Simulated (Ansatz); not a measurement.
**Nudged elastic band, with input and output: GaH₅O₃**

- system: GaH₅O₃
- method: RKS B3LYP-D4/def2-SVP (Ansatz 0.2.0)

It belongs to a series of runs on one base structure; here: band between the two ends. Figures and captions count atoms from 1; the log counts them from 0 in places.

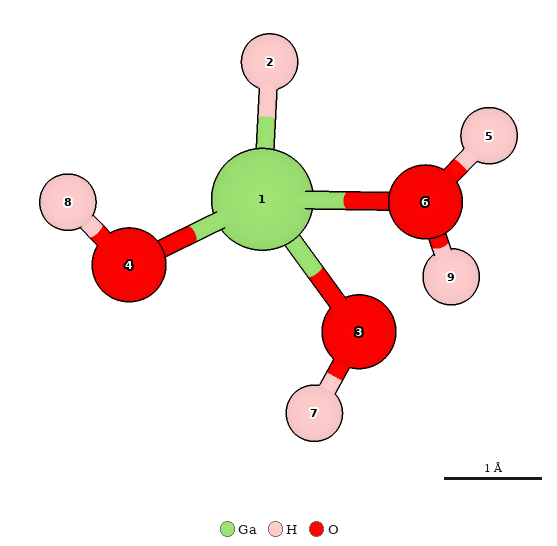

The input geometry (ball-and-stick view, seen at a tilt; atoms are numbered from 1 in the order of the input). Sticks mark near contacts.

The input
```yaml
crystal:
  periodic: [false, false, false]
  atoms:
    - { symbol: Ga, position_ang: [-0.237641, 0.421157, 0.497709] }
    - { symbol: H, position_ang: [-1.238752, 1.613754, 0.39483] }
    - { symbol: O, position_ang: [-0.831936, -1.314322, 0.33428] }
    - { symbol: O, position_ang: [1.336131, 0.43247, 1.37187] }
    - { symbol: H, position_ang: [-0.40091, 0.370468, -2.215168] }
    - { symbol: O, position_ang: [0.223543, -0.001799, -1.574607] }
    - { symbol: H, position_ang: [-0.399872, -1.931813, 0.938871] }
    - { symbol: H, position_ang: [1.673311, 1.309528, 1.590374] }
    - { symbol: H, position_ang: [-0.123876, -0.899342, -1.33816] }
basis:
  gaussian: { orbitals: def2-SVP }
hamiltonian:
  xc: b3lyp
  dispersion: d4
neb:
  order_check: false
  images: 7
  f_tol: 0.03
  max_iterations: 60
  final_atoms:
    - { symbol: Ga, position_ang: [0.40049188, -0.43543709, 0.23750283] }
    - { symbol: H, position_ang: [-1.69482303, 1.69790463, -0.5832809] }
    - { symbol: O, position_ang: [-0.75828968, -1.71845121, 0.6665067] }
    - { symbol: O, position_ang: [1.18069092, 0.52610247, 1.51782971] }
    - { symbol: H, position_ang: [-1.17721219, 1.43290389, -1.07578769] }
    - { symbol: O, position_ang: [0.79998193, -0.13956774, -1.47751423] }
    - { symbol: H, position_ang: [-0.90140827, -1.79661536, 1.61898201] }
    - { symbol: H, position_ang: [1.80826981, 1.17570722, 1.1744518] }
    - { symbol: H, position_ang: [0.34229665, -0.74244582, -2.07869123] }
  initial_path:
    images:
      - { positions_ang: [[-0.237641, 0.421157, 0.497709], [-1.238752, 1.613754, 0.39483], [-0.831936, -1.314322, 0.33428], [1.336131, 0.43247, 1.37187], [-0.40091, 0.370468, -2.215168], [0.223543, -0.001799, -1.574607], [-0.399872, -1.931813, 0.938871], [1.673311, 1.309528, 1.590374], [-0.123876, -0.899342, -1.33816]] }
      - { positions_ang: [[-0.19117453, 0.27582361, 0.49268834], [-1.23728899, 1.50224362, 0.1771351], [-0.86694177, -1.37552372, 0.48576804], [1.30367972, 0.44473728, 1.40265723], [-0.4870082, 0.49280341, -1.97942339], [0.22434341, 0.03101497, -1.60033523], [-0.50585448, -1.92545353, 1.15871808], [1.7072278, 1.27292754, 1.49502339], [0.05301504, -0.71847218, -1.63223255]] }
      - { positions_ang: [[-0.14470807, 0.13049021, 0.48766768], [-1.23582597, 1.39073325, -0.04055979], [-0.90194754, -1.43672545, 0.63725607], [1.27122843, 0.45700455, 1.43344445], [-0.5731064, 0.61513881, -1.74367878], [0.22514383, 0.06382895, -1.62606347], [-0.61183695, -1.91909407, 1.37856516], [1.74114459, 1.23632709, 1.39967277], [0.22990608, -0.53760235, -1.92630509]] }
      - { positions_ang: [[-0.0982416, -0.01484318, 0.48264702], [-1.23436296, 1.27922287, -0.25825469], [-0.93695331, -1.49792717, 0.78874411], [1.23877715, 0.46927183, 1.46423168], [-0.65920461, 0.73747422, -1.50793418], [0.22594424, 0.09664292, -1.6517917], [-0.71781943, -1.9127346, 1.59841224], [1.77506139, 1.19972663, 1.30432216], [0.40679713, -0.35673253, -2.22037764]] }
      - { positions_ang: [[-0.05177513, -0.16017658, 0.47762635], [-1.23289994, 1.1677125, -0.47594958], [-0.97195908, -1.55912889, 0.94023214], [1.20632586, 0.4815391, 1.49501891], [-0.74530281, 0.85980963, -1.27218957], [0.22674466, 0.1294569, -1.67751993], [-0.8238019, -1.90637513, 1.81825932], [1.80897818, 1.16312618, 1.20897155], [0.58368817, -0.17586271, -2.51445019]] }
      - { positions_ang: [[0.06129162, -0.22899171, 0.41759547], [-1.34838072, 1.30026053, -0.50278241], [-0.91854173, -1.59895947, 0.87180078], [1.19991713, 0.49267995, 1.50072161], [-0.85328016, 1.00308319, -1.2230891], [0.37005397, 0.06220074, -1.6275185], [-0.84320349, -1.87893519, 1.76843999], [1.80880109, 1.16627144, 1.20034161], [0.52334029, -0.31750848, -2.40551045]] }
      - { positions_ang: [[0.17435837, -0.29780683, 0.35756459], [-1.46386149, 1.43280857, -0.52961524], [-0.86512438, -1.63879005, 0.80336942], [1.19350839, 0.50382079, 1.50642431], [-0.9612575, 1.14635676, -1.17398863], [0.51336329, -0.00505542, -1.57751708], [-0.86260509, -1.85149524, 1.71862066], [1.80862399, 1.1694167, 1.19171168], [0.46299241, -0.45915426, -2.29657071]] }
      - { positions_ang: [[0.28742513, -0.36662196, 0.29753371], [-1.57934226, 1.5653566, -0.55644807], [-0.81170703, -1.67862063, 0.73493806], [1.18709966, 0.51496163, 1.51212701], [-1.06923485, 1.28963033, -1.12488816], [0.65667261, -0.07231158, -1.52751565], [-0.88200668, -1.8240553, 1.66880133], [1.8084469, 1.17256196, 1.18308174], [0.40264453, -0.60080004, -2.18763097]] }
      - { positions_ang: [[0.40049188, -0.43543709, 0.23750283], [-1.69482303, 1.69790463, -0.5832809], [-0.75828968, -1.71845121, 0.6665067], [1.18069092, 0.52610247, 1.51782971], [-1.17721219, 1.43290389, -1.07578769], [0.79998193, -0.13956774, -1.47751423], [-0.90140827, -1.79661536, 1.61898201], [1.80826981, 1.17570722, 1.1744518], [0.34229665, -0.74244582, -2.07869123]] }
```

Machine: 2 threads of Intel Xeon (Sapphire Rapids), 16 GiB of memory available, shared host.

Run as:
```bash
ansatz run input.yaml --threads 2 --pin off --max-ram 3072MiB --backend cpu --events-out ev --progress --plain --runs-dir out
```

What the program printed
```
Engine: ansatz 0.2.0, x86_64-unknown-linux-gnu
Functional definition: B3LYP
  parameter a0 = 0.2
  parameter ax = 0.72
  parameter ac = 0.81
  exchange = (1 - a0 - ax)*slater_x + ax*b88_x + a0*exact_x
  correlation = (1 - ac)*vwn_rpa_c + ac*lyp_c
1026 factors; integrals over basis functions are off by at most 3.5e-4 eV
mean field evaluation 1: about -58579.6459 eV, gradient 8.7e1 eV
mean field evaluation 2: about -58543.3648 eV, gradient 1.6e2 eV
mean field evaluation 4: about -58592.1315 eV, gradient 1.1e1 eV
mean field evaluation 8: about -58592.3270 eV, gradient 1.2e-1 eV
mean field -58592.32707279 eV, -2153.2283046192 hartree, gradient 5.1e-5 eV, S^2 0.000000; 0 other end points of the search recorded, 0 dependent functions left out
the calculation of the forces begins
reference -58592.32731369 eV, -2153.2283134720 hartree; 30, 30 occupied and 69, 69 virtual orbitals, 1026 factors
1028 factors; integrals over basis functions are off by at most 6.7e-4 eV
mean field evaluation 16: about -58577.6393 eV, gradient 9.1e1 eV
mean field -58591.92032125 eV, -2153.2133567759 hartree, gradient 4.8e-5 eV, S^2 0.000000; 0 other end points of the search recorded, 0 dependent functions left out
[... from here on the field's lines of each further geometry are left out, up to the last ...]
NEB iter   1: max|band force component| = 4.331e1 eV/Å  barrier→ = 5.6070 eV  barrier← = 5.1865 eV  Δτ_max = 0.2000 Å  (227 SCF iters)
NEB iter   2: max|band force component| = 1.826e0 eV/Å  barrier→ = 1.6163 eV  barrier← = 1.1958 eV  Δτ_max = 0.2000 Å  (204 SCF iters)
NEB iter   3: max|band force component| = 1.949e0 eV/Å  barrier→ = 1.4834 eV  barrier← = 1.0629 eV  Δτ_max = 0.1014 Å  (201 SCF iters)
NEB iter   4: max|band force component| = 1.760e0 eV/Å  barrier→ = 1.3957 eV  barrier← = 0.9752 eV  Δτ_max = 0.0984 Å  (189 SCF iters)
NEB iter   5: max|band force component| = 6.532e-1 eV/Å  barrier→ = 1.4570 eV  barrier← = 1.0365 eV  Δτ_max = 0.0744 Å  (183 SCF iters)
NEB iter   6: max|band force component| = 5.161e-1 eV/Å  barrier→ = 1.4020 eV  barrier← = 0.9815 eV  CI = image 5  Δτ_max = 0.1840 Å  (179 SCF iters)
NEB iter   7: max|band force component| = 7.798e-1 eV/Å  barrier→ = 1.5060 eV  barrier← = 1.0855 eV  CI = image 5  Δτ_max = 0.0897 Å  (190 SCF iters)
NEB iter   8: max|band force component| = 5.457e-1 eV/Å  barrier→ = 1.4730 eV  barrier← = 1.0525 eV  CI = image 5  Δτ_max = 0.1726 Å  (183 SCF iters)
NEB iter   9: max|band force component| = 3.822e-1 eV/Å  barrier→ = 1.4131 eV  barrier← = 0.9926 eV  CI = image 5  Δτ_max = 0.1267 Å  (191 SCF iters)
NEB iter  10: max|band force component| = 2.160e-1 eV/Å  barrier→ = 1.3693 eV  barrier← = 0.9488 eV  CI = image 5  Δτ_max = 0.0972 Å  (187 SCF iters)
NEB iter  11: max|band force component| = 1.642e-1 eV/Å  barrier→ = 1.3568 eV  barrier← = 0.9363 eV  CI = image 5  Δτ_max = 0.0399 Å  (176 SCF iters)
NEB iter  12: max|band force component| = 2.055e-1 eV/Å  barrier→ = 1.3568 eV  barrier← = 0.9363 eV  CI = image 5  Δτ_max = 0.0198 Å  (178 SCF iters)
NEB iter  13: max|band force component| = 1.429e-1 eV/Å  barrier→ = 1.3564 eV  barrier← = 0.9359 eV  CI = image 5  Δτ_max = 0.0396 Å  (175 SCF iters)
NEB iter  14: max|band force component| = 5.824e-2 eV/Å  barrier→ = 1.3551 eV  barrier← = 0.9346 eV  CI = image 5  Δτ_max = 0.0226 Å  (173 SCF iters)
NEB iter  15: max|band force component| = 3.048e-2 eV/Å  barrier→ = 1.3546 eV  barrier← = 0.9341 eV  CI = image 5  Δτ_max = 0.0119 Å  (174 SCF iters)
the calculation of the forces begins
reference -58591.87786113 eV, -2153.2117963954 hartree; 30, 30 occupied and 69, 69 virtual orbitals, 1028 factors
1028 factors; integrals over basis functions are off by at most 5.8e-4 eV
mean field evaluation 832: about -58590.9254 eV, gradient 5.0e0 eV
mean field -58590.97106373 eV, -2153.1784722053 hartree, gradient 4.9e-5 eV, S^2 0.000000; 1 other end points of the search recorded, 0 dependent functions left out
the calculation of the forces begins
reference -58590.97130271 eV, -2153.1784809879 hartree; 30, 30 occupied and 69, 69 virtual orbitals, 1028 factors
NEB iter  16: max|band force component| = 1.615e-2 eV/Å  barrier→ = 1.3544 eV  barrier← = 0.9339 eV  CI = image 5  Δτ_max = 0.0000 Å  (354 SCF iters)
```

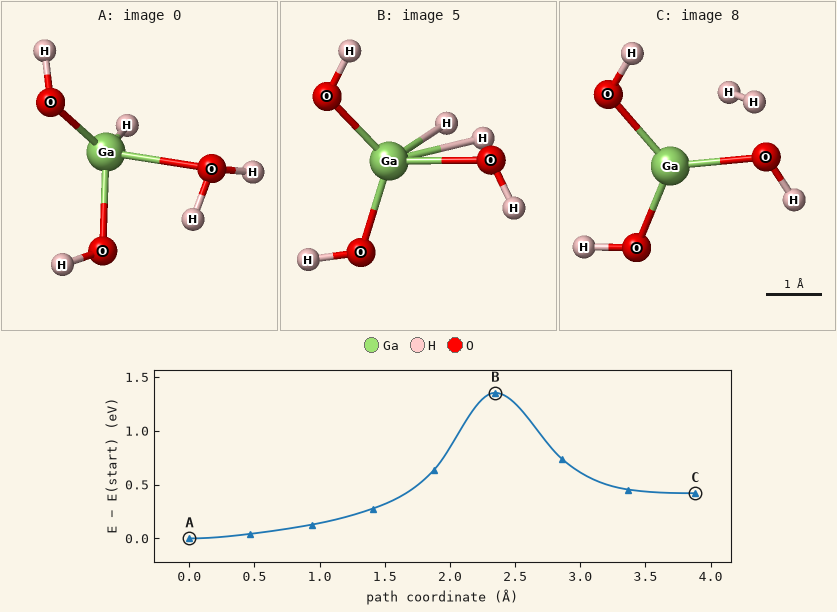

Images of the last band (counted from 0; ball-and-stick, seen at an oblique angle) above the energy along the path; the line is a cubic interpolation that uses the forces. The highest image is number 5, 1.354 eV above the start and 0.934 eV above the end (the climbing image); the end lies 0.420 eV above the start. The path is 3.88 Å long. The band converged in 16 iterations.

```
Total energy: -58591.20883814 eV, -2153.1872102540 hartree
Atom 0 at     0.012547    -0.062579     0.334268 Å, force     0.004210     0.002237    -0.003807 eV/Å
Atom 1 at    -1.132862     1.227052    -0.358259 Å, force    -0.000096     0.002299    -0.001542 eV/Å
Atom 2 at    -0.878039    -1.583429     0.617815 Å, force    -0.002927     0.000811    -0.000948 eV/Å
Atom 3 at     1.199588     0.557472     1.514597 Å, force     0.003010    -0.001565    -0.002221 eV/Å
Atom 4 at    -0.616332     0.885348    -1.160416 Å, force    -0.006451     0.009324     0.010929 eV/Å
Atom 5 at     0.381201     0.158011    -1.559155 Å, force    -0.003200    -0.014808    -0.005281 eV/Å
Atom 6 at    -0.811458    -1.909162     1.524492 Å, force     0.001388    -0.000276     0.000763 eV/Å
Atom 7 at     1.702416     1.323294     1.209454 Å, force    -0.004200     0.001687     0.003435 eV/Å
Atom 8 at     0.142936    -0.595906    -2.122796 Å, force     0.008266     0.000290    -0.001328 eV/Å
Dipole moment:     0.025892     0.037509    -0.181614 e Å
this run last wrote the band of iteration 16 to [file]
```

The last band as extended XYZ (Å, eV, eV/Å)
```
9
Properties=species:S:1:pos:R:3:forces:R:3 image=0 energy=-58592.56300
Ga   -0.2376    0.4212    0.4977    0.0042  -0.0187   0.0092
H    -1.2388    1.6138    0.3948   -0.0061   0.0024  -0.0026
O    -0.8319   -1.3143    0.3343    0.0169   0.0063   0.0156
O     1.3361    0.4325    1.3719   -0.0036   0.0074  -0.0033
H    -0.4009    0.3705   -2.2152    0.0039  -0.0029   0.0037
O     0.2235   -0.0018   -1.5746   -0.0031  -0.0009  -0.0149
H    -0.3999   -1.9318    0.9389   -0.0135   0.0045  -0.0101
H     1.6733    1.3095    1.5904    0.0011  -0.0045   0.0018
H    -0.1239   -0.8993   -1.3382    0.0001   0.0063   0.0006
9
Properties=species:S:1:pos:R:3:forces:R:3 image=1 energy=-58592.52049
Ga   -0.2495    0.3356    0.5192   -0.0027   0.0294  -0.0011
H    -1.2491    1.5252    0.3299   -0.0052   0.0297   0.0350
O    -0.8534   -1.3810    0.4416    0.0125   0.0209  -0.0422
O     1.3291    0.4264    1.3842    0.0050  -0.0028  -0.0062
H    -0.4086    0.5276   -2.1199    0.0027  -0.0402  -0.0398
O     0.2490    0.0697   -1.5743   -0.0096  -0.0158   0.0038
H    -0.5007   -1.9480    1.1394    0.0251   0.0006  -0.0620
H     1.6849    1.3190    1.4699   -0.0018   0.0012   0.0316
H    -0.0017   -0.8743   -1.5901   -0.0261  -0.0231   0.0809
9
Properties=species:S:1:pos:R:3:forces:R:3 image=2 energy=-58592.43504
Ga   -0.2489    0.2457    0.5293   -0.0160   0.0434   0.0056
H    -1.2469    1.4215    0.2312   -0.0211   0.0580   0.0850
O    -0.8738   -1.4532    0.5577   -0.0043   0.0321  -0.0336
O     1.3154    0.4259    1.4086    0.0084  -0.0173  -0.0245
H    -0.4187    0.6691   -1.9855    0.0104  -0.0400  -0.1147
O     0.2737    0.1248   -1.5792   -0.0200  -0.0145   0.0117
H    -0.5678   -1.9662    1.3164    0.0533  -0.0040  -0.0726
H     1.6766    1.3203    1.3800   -0.0066  -0.0036   0.0508
H     0.0903   -0.7878   -1.8586   -0.0042  -0.0542   0.0922
9
Properties=species:S:1:pos:R:3:forces:R:3 image=3 energy=-58592.28544
Ga   -0.2171    0.1590    0.5178   -0.0808   0.0981   0.0627
H    -1.2098    1.3027    0.0594   -0.0609   0.0869   0.2037
O    -0.8635   -1.5229    0.6090   -0.0136   0.0476  -0.0156
O     1.2856    0.4557    1.4642    0.0382  -0.0628  -0.0296
H    -0.4286    0.7568   -1.7513    0.0421  -0.0149  -0.2988
O     0.3251    0.1633   -1.5925   -0.0107  -0.0380   0.0031
H    -0.6845   -1.9697    1.4457    0.0886  -0.0299  -0.0593
H     1.6812    1.3204    1.2986   -0.0221   0.0020   0.0674
H     0.1117   -0.6652   -2.0509    0.0190  -0.0890   0.0665
9
Properties=species:S:1:pos:R:3:forces:R:3 image=4 energy=-58591.92608
Ga   -0.1372    0.0658    0.4551   -0.4742   0.4154   0.3716
H    -1.1436    1.2169   -0.1550   -0.0414  -0.0585   0.5943
O    -0.8612   -1.5727    0.6117    0.0600   0.0369  -0.0054
O     1.2471    0.5062    1.5060    0.1302  -0.1267  -0.0056
H    -0.4643    0.7770   -1.4379    0.4697  -0.3584  -0.8735
O     0.3468    0.2029   -1.5915   -0.0796   0.1080  -0.1073
H    -0.7883   -1.9379    1.5025    0.0742  -0.0711  -0.0397
H     1.7024    1.3125    1.2329   -0.0344   0.0149   0.0578
H     0.0982   -0.5706   -2.1239   -0.1045   0.0395   0.0078
9
Properties=species:S:1:pos:R:3:forces:R:3 image=5 energy=-58591.20860
Ga    0.0125   -0.0626    0.3343    0.0042   0.0022  -0.0038
H    -1.1329    1.2271   -0.3583   -0.0001   0.0023  -0.0015
O    -0.8780   -1.5834    0.6178   -0.0029   0.0008  -0.0009
O     1.1996    0.5575    1.5146    0.0030  -0.0016  -0.0022
H    -0.6163    0.8853   -1.1604   -0.0065   0.0093   0.0109
O     0.3812    0.1580   -1.5592   -0.0032  -0.0148  -0.0053
H    -0.8115   -1.9092    1.5245    0.0014  -0.0003   0.0008
H     1.7024    1.3233    1.2095   -0.0042   0.0017   0.0034
H     0.1429   -0.5959   -2.1228    0.0083   0.0003  -0.0013
9
Properties=species:S:1:pos:R:3:forces:R:3 image=6 energy=-58591.82208
Ga    0.1966   -0.2225    0.2244    0.4059  -0.3472  -0.2441
H    -1.2452    1.3272   -0.4118   -0.2495   0.2235  -0.0853
O    -0.8879   -1.5797    0.6227   -0.0086   0.0009   0.0041
O     1.1329    0.5932    1.5041   -0.1222   0.0546  -0.0335
H    -0.8210    1.0761   -1.0255   -0.4660   0.4333   0.3179
O     0.5732    0.0232   -1.5417    0.3906  -0.2841   0.0375
H    -0.8359   -1.8717    1.5417   -0.0321   0.0589   0.0220
H     1.7007    1.3113    1.1957    0.0126  -0.0411  -0.0367
H     0.1865   -0.6569   -2.1096    0.0694  -0.0988   0.0180
9
Properties=species:S:1:pos:R:3:forces:R:3 image=7 energy=-58592.10866
Ga    0.3302   -0.3561    0.1973    0.0559  -0.0498  -0.0113
H    -1.4501    1.4836   -0.4093   -0.0835   0.0659   0.0076
O    -0.8323   -1.6385    0.6215    0.0273  -0.0252  -0.0023
O     1.1082    0.5959    1.4872   -0.0083  -0.0028  -0.0138
H    -1.0106    1.2702   -0.9963   -0.0801   0.0771   0.0174
O     0.7542   -0.1090   -1.5253    0.0632  -0.0556   0.0098
H    -0.9031   -1.7922    1.5726   -0.0222   0.0262   0.0096
H     1.7268    1.2618    1.1598    0.0102  -0.0198  -0.0117
H     0.2767   -0.7156   -2.1076    0.0374  -0.0161  -0.0053
9
Properties=species:S:1:pos:R:3:forces:R:3 image=8 energy=-58592.14251
Ga    0.4005   -0.4354    0.2375   -0.0032  -0.0028   0.0013
H    -1.6948    1.6979   -0.5833   -0.0038   0.0012  -0.0005
O    -0.7583   -1.7185    0.6665    0.0006   0.0007  -0.0009
O     1.1807    0.5261    1.5178    0.0002   0.0015  -0.0040
H    -1.1772    1.4329   -1.0758    0.0030  -0.0019  -0.0003
O     0.8000   -0.1396   -1.4775    0.0028  -0.0010   0.0020
H    -0.9014   -1.7966    1.6190    0.0010   0.0001  -0.0008
H     1.8083    1.1757    1.1745    0.0019   0.0000   0.0020
H     0.3423   -0.7424   -2.0787   -0.0025   0.0023   0.0013
```

Key numbers

- outcome: converged
- barrier, forward: 1.354 eV
- barrier, backward: 0.934 eV
- wall time: 3.1 min (CPU time 5.8 min)
- peak memory: 0.24 GiB

Notes

The order of the saddle point was not checked.
